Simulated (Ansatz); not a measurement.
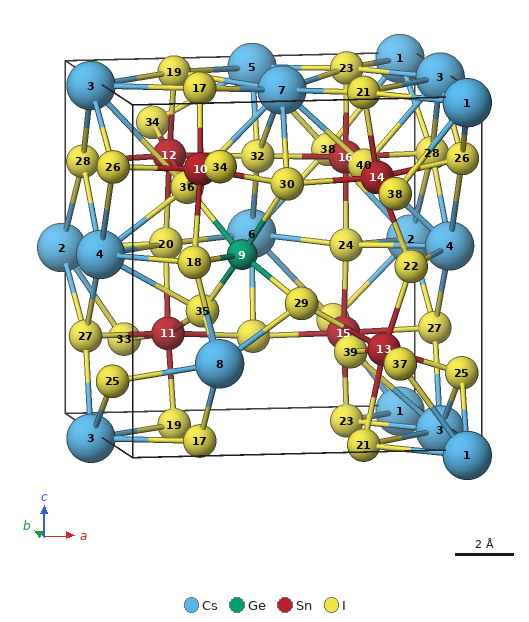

*The structure as given in the input (ball-and-stick view of the cell of the calculation, seen slightly off an axis; atoms are numbered from 1 in the order of the input). An atom can appear more than once, as a periodic image.*

**Single-point calculation, with input and output: Cs₈GeSn₇I₂₄**

- system: Cs₈GeSn₇I₂₄ (defect cell, 40 atoms in the cell)
- method: DFT, r2SCAN, PAW, plane waves (Ansatz 0.2.0)

Figures and captions count atoms from 1; the log counts them from 0 in places.

The input:
```yaml
crystal:
  lattice:
    - [12.314462, 0.000000, 0.000000]
    - [0.000000, 12.314462, 0.000000]
    - [0.000000, 0.000000, 12.314462]
  atoms:
    - { symbol: Cs, position: [0.961489, 0.016194, 0.981116] }
    - { symbol: Cs, position: [0.982447, 0.963619, 0.475446] }
    - { symbol: Cs, position: [0.980545, 0.518083, 0.990382] }
    - { symbol: Cs, position: [0.006462, 0.512112, 0.511832] }
    - { symbol: Cs, position: [0.529481, 0.974097, 0.971495] }
    - { symbol: Cs, position: [0.525753, 0.960789, 0.501952] }
    - { symbol: Cs, position: [0.528512, 0.524041, 0.964128] }
    - { symbol: Cs, position: [0.291742, 0.221175, 0.231279] }
    - { symbol: Ge, position: [0.386741, 0.380028, 0.518805] }
    - { symbol: Sn, position: [0.246496, 0.269610, 0.778950] }
    - { symbol: Sn, position: [0.244926, 0.746281, 0.252999] }
    - { symbol: Sn, position: [0.253237, 0.767663, 0.754846] }
    - { symbol: Sn, position: [0.768950, 0.254321, 0.256708] }
    - { symbol: Sn, position: [0.750458, 0.256262, 0.744231] }
    - { symbol: Sn, position: [0.747565, 0.744413, 0.242736] }
    - { symbol: Sn, position: [0.754723, 0.752883, 0.739981] }
    - { symbol: I, position: [0.264184, 0.374596, 0.993940] }
    - { symbol: I, position: [0.220525, 0.229242, 0.519507] }
    - { symbol: I, position: [0.255898, 0.710934, 0.997949] }
    - { symbol: I, position: [0.250301, 0.805964, 0.499313] }
    - { symbol: I, position: [0.707655, 0.237941, 0.988705] }
    - { symbol: I, position: [0.845774, 0.249232, 0.490629] }
    - { symbol: I, position: [0.759719, 0.759766, 0.991199] }
    - { symbol: I, position: [0.754183, 0.740886, 0.491967] }
    - { symbol: I, position: [0.994502, 0.270242, 0.182726] }
    - { symbol: I, position: [0.995092, 0.264891, 0.791073] }
    - { symbol: I, position: [0.997957, 0.689973, 0.258276] }
    - { symbol: I, position: [0.004207, 0.761368, 0.744720] }
    - { symbol: I, position: [0.532285, 0.251776, 0.392919] }
    - { symbol: I, position: [0.493304, 0.262519, 0.731411] }
    - { symbol: I, position: [0.497690, 0.790556, 0.233615] }
    - { symbol: I, position: [0.504406, 0.759042, 0.748022] }
    - { symbol: I, position: [0.161848, 0.966495, 0.211200] }
    - { symbol: I, position: [0.252690, 0.011784, 0.817588] }
    - { symbol: I, position: [0.296152, 0.498815, 0.346592] }
    - { symbol: I, position: [0.254344, 0.511358, 0.696724] }
    - { symbol: I, position: [0.766781, 0.001088, 0.247148] }
    - { symbol: I, position: [0.752745, 0.004794, 0.729757] }
    - { symbol: I, position: [0.720923, 0.500593, 0.220441] }
    - { symbol: I, position: [0.761065, 0.505022, 0.747429] }
  symmetry: { detect: false }
kpoints:
  mp_grid: { grid: [1, 1, 1], shift: [0.25, 0.25, 0.25] }
hamiltonian:
  xc: r2scan
scf:
  occupations: { method: fermi_dirac, width: 0.01 }
output:
  forces: true
  eigenvalues: true
  populations: true
  eigenstates: { kpoints: [[0.25, 0.25, 0.25]], e_range: [-6.0, 6.0], localisation: true }
```

Run on 4 threads of AMD EPYC, 45 GiB of memory available, shared host.

Launched with:
```bash
ansatz run in.yaml --threads 4 --pin off --max-ram 42750MiB --runs-dir r --events-out ev --progress --plain
```

Log:
```
Pseudopotentials: kind: paw
Functional definition: r2SCAN
  parameter k0 = 0.174
  parameter k1 = 0.065
  parameter a1 = 4.9479
  exchange = r2scan_x(k0 = k0, k1 = k1, a1 = a1)
  correlation = r2scan_c
Crystal: 40 atoms, lattice volume = 1867.439 Å³
Basis set: ecut = 500 eV, 47401 PW (Γ), exchange–correlation on 360×360×360 points (64 copies of the dense FFT grid, shifted against one another)
Bands: 356, of which v1, the nominal top of the filled ones, is band 296 counted from 1 (295 counted from 0)
Symmetry: 1 space group operations
k-points: 1
Non-local potential: Cs, projectors of the file, l = 0: 3, l = 1: 2, l = 2: 2, l = 3: 2
Non-local potential: Ge, projectors of the file, l = 0: 2, l = 1: 2, l = 2: 3, l = 3: 1
Non-local potential: Sn, projectors of the file, l = 0: 2, l = 1: 2, l = 2: 2, l = 3: 2
Non-local potential: I, projectors of the file, l = 0: 2, l = 1: 2, l = 2: 2, l = 3: 2
PAW form: soft (Blöchl's): semilocal exchange-correlation on the pseudo side does not see the compensation charge
PAW frozen core: Cs, regenerated for the run's functional (the file was generated under x = pbe(κ = 0.804, μ = 0.2195149727645171), c = pbe(β = 0.06672455060314922))
PAW frozen core: Ge, regenerated for the run's functional (the file was generated under x = pbe(κ = 0.804, μ = 0.2195149727645171), c = pbe(β = 0.06672455060314922))
PAW frozen core: Sn, regenerated for the run's functional (the file was generated under x = pbe(κ = 0.804, μ = 0.2195149727645171), c = pbe(β = 0.06672455060314922))
PAW frozen core: I, regenerated for the run's functional (the file was generated under x = pbe(κ = 0.804, μ = 0.2195149727645171), c = pbe(β = 0.06672455060314922))
PAW one-centre angular grid: Cs, 302 points (default); XC on 160 Gauss nodes
PAW one-centre angular grid: Ge, 590 points (default); XC on 160 Gauss nodes
PAW one-centre angular grid: Sn, 590 points (default); XC on 249 of its mesh's 2787 points in the sphere
PAW one-centre angular grid: I, 590 points (default); XC on 160 Gauss nodes
Initial density: superposition of atomic densities (neutral atoms: chi_scale 0, normalization atom), corrected by the library's trained network
Initial wavefunctions: pseudopotential atomic-orbital guess
Functional: x = r2scan, c = r2scan; τ floored in thin density (d = 2e-4 eV/Å³)
SCF iter   1: F=—  HF=-272773.728914 eV  |F-HF|=—  |Δ(HF+E_count)|=         —  Δρ=2.79e-3  dr2=1.59e-1  dr2_τ=1.87e-2  ethr=1.77e-3  ⟨swp⟩=7.0  Hψ=1466  notcnv=0  defer=31
preconditioner: auto → Resta (q_TF=auto, 2.253 Å⁻¹)  ε∞=2.8  [insulator: Δε(μ)=2.417 eV  Ē_g=10.187 eV  σ=0.010 eV  W_gap=1.00  n_scr=364 (ndim 8)  ℏωp=13.7 eV  f_vac=0.159  D(μ)=0.00/eV (n_scr^D=0)  ε∞_Penn≈2.8]
SCF iter   2: F=—  HF=-272773.873749 eV  |F-HF|=—  |Δ(HF+E_count)|=   1.45e-1  Δρ=1.26e-3  dr2=3.35e-2  dr2_τ=8.61e-4  ethr=2.68e-5  ⟨swp⟩=3.0  Hψ=606  notcnv=0  defer=50
SCF iter   3: F=—  HF=-272773.872502 eV  |F-HF|=—  |Δ(HF+E_count)|=   1.25e-3  Δρ=3.98e-4  dr2=2.50e-3  dr2_τ=1.56e-4  ethr=5.66e-6  ⟨swp⟩=3.0  Hψ=622  notcnv=0  defer=50
SCF iter   4: F=—  HF=-272773.873051 eV  |F-HF|=—  |Δ(HF+E_count)|=   5.49e-4  Δρ=1.24e-4  dr2=2.93e-4  dr2_τ=1.14e-5  ethr=4.23e-7  ⟨swp⟩=3.0  Hψ=495  notcnv=0  defer=50
SCF iter   5: F=—  HF=-272773.873197 eV  |F-HF|=—  |Δ(HF+E_count)|=   1.47e-4  Δρ=4.48e-5  dr2=5.06e-5  dr2_τ=7.47e-7  ethr=4.94e-8  ⟨swp⟩=2.0  Hψ=482  notcnv=0  defer=50
SCF iter   6: F=—  HF=-272773.873486 eV  |F-HF|=—  |Δ(HF+E_count)|=   2.88e-4  Δρ=1.51e-5  dr2=7.66e-6  dr2_τ=1.22e-7  ethr=8.55e-9  ⟨swp⟩=2.0  Hψ=482  notcnv=0  defer=50
SCF iter   7: F=—  HF=-272773.873492 eV  |F-HF|=—  |Δ(HF+E_count)|=   6.54e-6  Δρ=4.83e-6  dr2=9.65e-7  dr2_τ=2.10e-8  ethr=1.29e-9  ⟨swp⟩=2.0  Hψ=482  notcnv=0  defer=50
SCF iter   8: F=—  HF=-272773.873493 eV  |F-HF|=—  |Δ(HF+E_count)|=   1.05e-6  Δρ=1.92e-6  dr2=1.77e-7  dr2_τ=2.41e-9  ethr=1.63e-10  ⟨swp⟩=3.0  Hψ=478  notcnv=0  defer=50
SCF iter   9: F=-272773.873494 eV  HF=-272773.873494 eV  |F-HF|=2.25e-8  |Δ(HF+E_count)|=   1.19e-7  Δρ=6.14e-7  dr2=1.54e-8  dr2_τ=2.19e-10  ethr=1.69e-11  ⟨swp⟩=17.0  Hψ=2211  notcnv=0
SCF 1 converged in 9 iterations: F = -272773.873494 eV  dr2 = 1.54e-8
  greatest PAW one-centre occupation: 0.999 electrons in one spin orbital (limit 2), on the I atom at site 17 (counted from 0), in its partial waves of l = 2
```

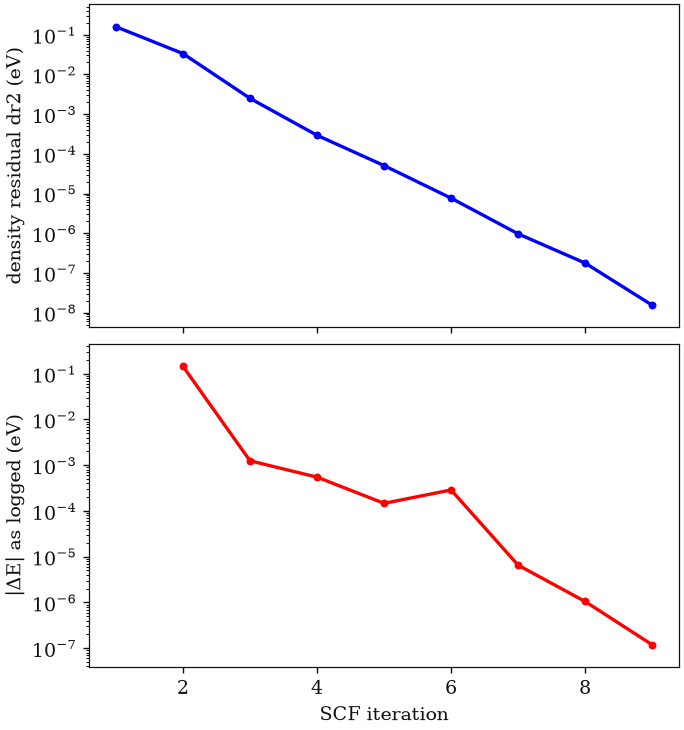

*Convergence of the self-consistent field: density residual dr2 and size of the energy change against the SCF iteration.*

The residual falls at every step.

```
NSCF: frozen V_eff on 1 k-points
SCF converged after 9 iterations
Free energy (F): -272773.873494 eV
Harris-Foulkes:  -272773.873494 eV  (|F-HF|=2.25e-8)
Internal energy: -272773.873494 eV  (E = F + TS)
E sigma→0 (E₀):  -272773.873494 eV
Fermi energy:    5.290642 eV
--- Per-component energies (eV) ---
  E_band       = -11846.871992
  E_kinetic    = 7069.642542
  E_local      = -72250.410680  (includes V_loc(G=0)·N_el)
  E_nonlocal   = -1760.195354
  E_hartree    = 36642.758621
  E_xc         = -6904.177875
  E_vxc        = -5264.307436  (∫ρ·V_xc dr)
  E_paw        = -187986.231647  (= ΣΔE_a)
  E_vpaw       = -13229.022009  (= ΣTr[D̂ρ^β])
  E_aug_tail   = -0.000711  (compensation charges beyond the density's cutoff)
  E_vtau       = 301.892555  (kinetic-family band-sum trace: ∫τ·v_τ [+ j·A + Jᵃ·Aᵃ] dr)
  E_ewald      = -47591.472169
  E_core_change = 6.213779  (= ΣΔE_core)
  E_smearing   = -0.000000  (= −TS)
  E_closure    = -0.000000  (closes the sum)
  Σ components = -272773.873494   (vs F -272773.873494, Δ=0.00e0)
--- Forces (eV/Å), atoms counted from 1 ---
  atom   1  Cs     0.00600730    -0.03837021    -0.00946352
  atom   2  Cs     0.02055798     0.03839204     0.04802922
  atom   3  Cs     0.00151366     0.02261491    -0.02109241
  atom   4  Cs    -0.02140023    -0.00154283     0.00358403
  atom   5  Cs    -0.04484192     0.06190640     0.05076974
  atom   6  Cs    -0.02122294     0.05003965     0.01399104
  atom   7  Cs    -0.00696197     0.00379414     0.02695600
  atom   8  Cs     0.04486410    -0.05761250    -0.06678400
  atom   9  Ge     0.06138719     0.05982584    -0.10795207
  atom  10  Sn     0.00569405     0.02604121     0.06366685
  atom  11  Sn    -0.01326299     0.02134575    -0.01895642
  atom  12  Sn     0.00069670    -0.00655564     0.02832025
  atom  13  Sn     0.02871237    -0.00520511     0.01553651
  atom  14  Sn    -0.02313186    -0.00520713     0.01289229
  atom  15  Sn    -0.00322790    -0.01795190     0.01098530
  atom  16  Sn     0.00004121    -0.00214459    -0.01227812
  atom  17  I      0.01508061    -0.01818539     0.01437187
  atom  18  I     -0.07411191    -0.09603954    -0.04796989
  atom  19  I     -0.01394036     0.00381095    -0.01635879
  atom  20  I      0.01403219     0.02485360    -0.00318066
  atom  21  I     -0.03267167     0.02168723    -0.00807195
  atom  22  I      0.02673675     0.00747413    -0.04632326
  atom  23  I      0.02322657    -0.00035909     0.00905201
  atom  24  I     -0.03084743    -0.05629688    -0.00065894
  atom  25  I      0.03896878     0.02891604     0.03163228
  atom  26  I      0.01031591    -0.00052098     0.00807746
  atom  27  I      0.01185417    -0.02226608    -0.01807343
  atom  28  I      0.00867338     0.00406377     0.00939946
  atom  29  I      0.00211561     0.00284471     0.00779244
  atom  30  I      0.03631653    -0.07573451     0.07260805
  atom  31  I     -0.01569774    -0.00273756    -0.00573838
  atom  32  I     -0.01184589    -0.03914062    -0.03727089
  atom  33  I      0.02276249     0.01025903    -0.03324416
  atom  34  I     -0.01679946    -0.00266225     0.01489189
  atom  35  I      0.03735944    -0.02277297    -0.02361295
  atom  36  I     -0.03394580     0.06107729     0.06049043
  atom  37  I     -0.00199164     0.01347302    -0.00218513
  atom  38  I      0.01025587     0.00969648    -0.02372051
  atom  39  I     -0.04439122     0.00423168     0.03407051
  atom  40  I     -0.01687473    -0.00505038    -0.03419908
  max |Σ_I F_I| component: 1.69e-5 eV/Å
--- Band table (eV) ---
  k-point 0: bands = ["-41.4102", "-41.3866", "-41.3460", "-41.2635", "-41.2618", "-41.2581", "-41.2384", "-41.2188", "-41.2178", "-41.1999", ... 146 levels left out ..., "-17.5559", "-17.5481", "-17.5452", "-17.5424", "-17.5252", "-17.5220", "-17.4774", "-17.4730", "-17.4407", "-17.4273", "-17.3610", "-17.2393", "-8.7896", "-8.6355", "-8.4349", "-8.4109", "-8.3671", "-8.2714", "-8.2353", "-8.2216", "-8.1967", "-8.1815", "-8.1266", "-8.0850", "-8.0350", "-7.9913", "-7.9896", "-7.9670", "-7.9303",
      "-7.9059", "-7.8848", "-7.8573", "-7.8417", "-7.8036", "-7.7793", "-7.7141", "-4.2019", "-4.1388", "-4.1352", "-4.0508", "-4.0341", "-4.0132", "-3.9787", "-3.9726", "-3.9605", "-3.9547", "-3.9462", "-3.9416", "-3.9248", "-3.9208", "-3.9169", "-3.9073", "-3.8994", "-3.8962", "-3.8577", "-3.8412", "-3.8370", "-3.8227", "-3.7858", "-3.7773", "-3.5223", "-3.2140", "-2.7276", "-2.6667", "-2.5309", "-2.2191", "-2.2058", "-1.8252", "0.4082",
      "0.4214", "0.4910", "0.6017", "0.6361", "0.6744", "0.8139", "0.8635", "0.8836", "0.9125", "1.0298", "1.1487", "1.3168", "1.4933", "1.5794", "1.6198", "1.6428", "1.6843", "1.7099", "1.7440", "1.7590", "1.8183", "1.8397", "1.8686", "2.0043", "2.0514", "2.0865", "2.1290", "2.1555", "2.1727", "2.1852", "2.2607", "2.3006", "2.3146", "2.3483", "2.4006", "2.4201", "2.4402", "2.4899", "2.5225", "2.5353",
      "2.5842", "2.6009", "2.6265", "2.6600", "2.6779", "2.7074", "2.7339", "2.7460", "2.7691", "2.7924", "2.8182", "2.8506", "2.8657", "2.9039", "2.9375", "2.9636", "3.0193", "3.0376", "3.0526", "3.0743", "3.0975", "3.1503", "3.2115", "3.2335", "3.3362", "3.4550", "3.5283", "3.6327", "3.8228", "3.9898", "4.0837", "6.4976", "6.5688", "6.6752", "6.7206", "6.7824", "6.8338", "6.9153", "6.9622", "6.9957",
      "7.0301", "7.2622", "7.3577", "7.7856", "8.2602", "8.3270", "8.3841", "8.5489", "8.6184", "8.7382", "8.8533", "8.9085", "8.9667", "8.9991", "9.0578", "9.0941", "9.1076", "9.1640", "9.2319", "9.3001", "9.3397", "9.3784", "9.4415", "9.4882", "9.5201", "9.5421", "9.5781", "9.6453", "9.7020", "9.7184", "9.7606", "9.8181", "9.8500", "9.8924", "9.9185", "9.9731", "10.0018", "10.0870", "10.1180", "10.1464",
      "10.1757", "10.2224", "10.3083", "10.3325", "10.3493", "10.3978", "10.4751", "10.5019", "10.5830", "10.6036", "10.6740"]
--- Löwdin populations: 40 sites ---
  site symbol       q [e]
     0     Cs      8.2661
     1     Cs      8.2618
     2     Cs      8.2699
     3     Cs      8.2630
     4     Cs      8.2473
     5     Cs      8.2517
     6     Cs      8.2562
     7     Cs      8.2461
     8     Ge     13.7893
     9     Sn     13.6253
    10     Sn     13.6148
    11     Sn     13.6343
    12     Sn     13.6211
    13     Sn     13.6337
    14     Sn     13.6514
    15     Sn     13.6844
    16      I     17.4050
    17      I     17.1774
    18      I     17.3067
    19      I     17.3360
    20      I     17.3624
    21      I     17.3174
    22      I     17.3163
    23      I     17.2864
    24      I     17.3755
    25      I     17.2926
    26      I     17.3254
    27      I     17.2915
    28      I     17.2967
    29      I     17.2217
    30      I     17.3332
    31      I     17.3063
    32      I     17.3987
    33      I     17.3299
    34      I     17.2489
    35      I     17.2274
    36      I     17.3402
    37      I     17.3142
    38      I     17.2786
    39      I     17.2855
  spilling = 0.002212 (of n_electrons = 592.000000)
```

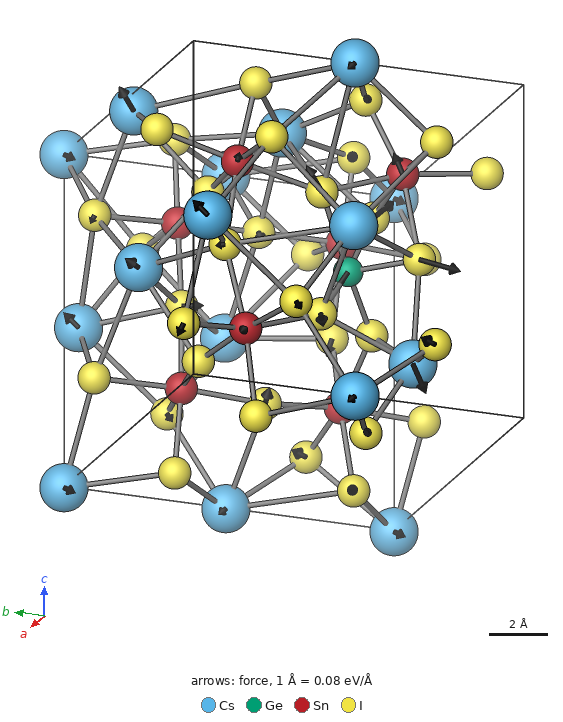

*Forces on the atoms as black arrows (ball-and-stick view of the cell of the calculation, seen at an oblique angle); the smallest are left out.*

The largest act on Ge9 (0.14 eV/Å); I18 (0.13 eV/Å); I30 (0.11 eV/Å); Cs8 (0.10 eV/Å), among others. Atoms are counted from 1 in the order of the input and aren't labelled in the picture. 

Summary:

```csv
quantity,value
outcome,converged
electrons treated,592
free energy,−272773.8735 eV
Fermi energy,5.291 eV
largest force (length of the vector),0.138 eV/Å
wall time,2.4 min (CPU time 9 min)
peak memory,7.9 GiB
```

The k-point mesh is coarse for a cell of this size, so the results may not be converged.
